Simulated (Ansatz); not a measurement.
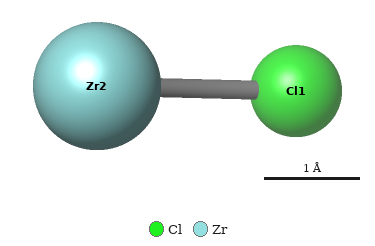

**Figure 1.** The structure of run A (ball-and-stick view, seen at a tilt; atoms are numbered from 1 in the order of the input). Sticks mark near contacts. Bond lengths as drawn: Cl–Zr 2.31 Å.

# ZrCl: one change and its effect

System: ZrCl, multiplicity 2, SMILES [Cl][Zr].
Method of run A: UKS r2SCAN-D4/def2-TZVPP (Ansatz 0.2.0).

Text and figures count atoms from 1; the logs count them from 0 in places.

### Input file, run A
```yaml
crystal:
  periodic: [false, false, false]
  atoms:
    - { symbol: Cl, position_ang: [-3.0e-08, 1.0e-08, 0.19574731] }
    - { symbol: Zr, position_ang: [3.0e-08, -1.0e-08, 2.50100269] }
magnetization:
  spin_polarized: true
  initial_magnetization: 1
basis:
  gaussian: { orbitals: def2-TZVPP }
hamiltonian:
  xc: r2scan
  dispersion: d4
relax:
  f_tol: 0.002
  max_steps: 150
```

Command:
```bash
ansatz run input.yaml --threads 2 --pin off --max-ram 5120MiB --backend cpu --events-out ev --progress --plain --runs-dir out
```

Hardware: 2 threads of Intel Xeon (Sapphire Rapids), 64 GiB of memory available, shared host.

### Output, shortened to warnings, some set-up lines, iterations and results (run A)
```
[...]
mean field evaluation 1: about -13800.6128 eV, gradient 1.4e1 eV
mean field evaluation 2: about -13799.9788 eV, gradient 1.9e1 eV
mean field evaluation 4: about -13801.7228 eV, gradient 2.0e0 eV
mean field evaluation 8: about -13801.7901 eV, gradient 2.2e-1 eV
mean field evaluation 16: about -13801.7801 eV, gradient 1.1e-3 eV
[... 9 lines ...]
mean field evaluation 224: about -13801.6811 eV, gradient 9.8e-1 eV
mean field evaluation 256: about -13801.3904 eV, gradient 1.3e-5 eV
mean field evaluation 288: about -13801.1798 eV, gradient 6.1e0 eV
mean field evaluation 320: about -13801.9676 eV, gradient 1.3e0 eV
mean field evaluation 352: about -13801.5674 eV, gradient 7.3e-1 eV
mean field -13802.05038642 eV, -507.2159963353 hartree, gradient 2.1e-5 eV, S^2 1.543935; 14 other end points of the search recorded, 0 dependent functions left out
the calculation of the forces begins
reference -13802.05041198 eV, -507.2159972746 hartree; 15, 14 occupied and 83, 84 virtual orbitals, 606 factors
Total energy: -13802.06094269 eV, -507.2163842708 hartree
Atom 0 at    -0.000000     0.000000     0.190188 Å, force     0.000000     0.000000     0.000009 eV/Å
Atom 1 at     0.000000    -0.000000     2.506562 Å, force    -0.000000    -0.000000    -0.000009 eV/Å
Dipole moment:     0.039179     0.039120     0.609347 e Å
```

Run B used a changed input.

### The two runs side by side

| quantity | run A | run B |
| --- | --- | --- |
| outcome | converged | converged |
| total energy (hartree) | −507.216384 | −507.046664 |
| ⟨S²⟩ | 1.544 | 1.396 |
| largest force (eV/Å) | 0.000 | 0.000 |
| basis functions | 98 | 98 |
| wall time (shared host) | 61 s | 32 s |

Which change of the input explains these differences?

The change (lines with − go, lines with + come):
```diff
-  xc: r2scan
+  xc: pbe
```

The total energies belong to different methods, so their difference says nothing on which is more stable or more accurate. The functional changes from r2SCAN to PBE. On the same kind of shared host run B took about 0.52 times as long.

### Output, shortened to warnings, some set-up lines, iterations and results (run B)
```
[...]
mean field evaluation 1: about -13795.7262 eV, gradient 1.6e1 eV
mean field evaluation 2: about -13793.4963 eV, gradient 2.6e1 eV
mean field evaluation 4: about -13797.1819 eV, gradient 3.8e0 eV
mean field evaluation 8: about -13797.2585 eV, gradient 1.1e-1 eV
mean field evaluation 16: about -13797.2595 eV, gradient 4.7e-4 eV
[... 9 lines ...]
mean field evaluation 224: about -13797.2608 eV, gradient 2.6e-5 eV
mean field evaluation 256: about -13796.7076 eV, gradient 1.4e-5 eV
mean field evaluation 288: about -13796.9510 eV, gradient 6.7e-2 eV
mean field evaluation 320: about -13797.2727 eV, gradient 4.4e-1 eV
mean field evaluation 352: about -13797.3746 eV, gradient 6.2e-1 eV
mean field -13797.38132073 eV, -507.0444113360 hartree, gradient 1.1e-5 eV, S^2 1.396144; 16 other end points of the search recorded, 0 dependent functions left out
the calculation of the forces begins
reference -13797.38135699 eV, -507.0444126685 hartree; 15, 14 occupied and 83, 84 virtual orbitals, 606 factors
Total energy: -13797.44260673 eV, -507.0466635549 hartree
Atom 0 at    -0.000000    -0.000000     0.197488 Å, force    -0.000000    -0.000000     0.000003 eV/Å
Atom 1 at     0.000000     0.000000     2.499262 Å, force     0.000000     0.000000    -0.000003 eV/Å
Dipole moment:     0.035530     0.035584     0.483454 e Å
```

For run A: ⟨S²⟩ is 1.54 against 0.75 for a pure state: the solution is spin-contaminated. For run B: ⟨S²⟩ is 1.40 against 0.75 for a pure state: the solution is spin-contaminated.
